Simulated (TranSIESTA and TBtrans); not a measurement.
Junction: In chain with one Li atom in place of In. Leads: straight In chain, spacing 2.9 Å. Geometry: as built, not relaxed. Transport runs along z; the first 4 and the last 4 of the 15 atoms are the lead cells, repeated to infinity.

```xyz
15
Lattice="9.000 0.000 0.000 0.000 9.000 0.000 0.000 0.000 43.550" Properties=species:S:1:pos:R:3 pbc="F F T"
In     4.500     4.500     0.000
In     4.500     4.500     2.900
In     4.500     4.500     5.800
In     4.500     4.500     8.700
In     4.500     4.500    11.600
In     4.500     4.500    14.500
In     4.500     4.500    17.400
Li     4.500     4.500    20.325
In     4.500     4.500    23.250
In     4.500     4.500    26.150
In     4.500     4.500    29.050
In     4.500     4.500    31.950
In     4.500     4.500    34.850
In     4.500     4.500    37.750
In     4.500     4.500    40.650
```

Computed with TranSIESTA and TBtrans, PBE, DZ numerical orbitals (energy shift 0.15 eV), PseudoDojo norm-conserving scalar-relativistic potentials, mesh cutoff 200 Ry, 300 K, no spin polarisation, no spin-orbit coupling; self-consistent non-equilibrium Green functions.

Energies count from the leads' Fermi level. Transmissions are for one spin of a degenerate pair. The energy step is 0.01 eV; narrower resonances are cut or missed.

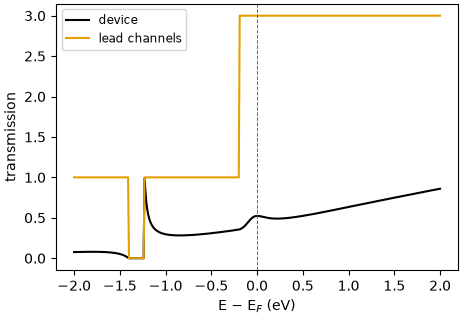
Figure. Transmission against energy

```
E (eV)      T  lead channels
------  -----  -------------
-2.00   0.076              1
-1.80   0.079              1
-1.60   0.071              1
-1.40       0              0
-1.20    0.60              1
-1.00    0.30              1
-0.80    0.28              1
-0.60    0.30              1
-0.40    0.32              1
-0.20    0.35              1
0.00     0.52              3
0.20     0.49              3
0.40     0.51              3
0.60     0.54              3
0.80     0.59              3
1.00     0.63              3
1.20     0.68              3
1.40     0.73              3
1.60     0.77              3
1.80     0.82              3
2.00     0.86              3
```

The straight chain is held at its spacing; free chains may zigzag or dimerise. No spin-polarised start was tried, so a magnetic state, if there is one, is missed.
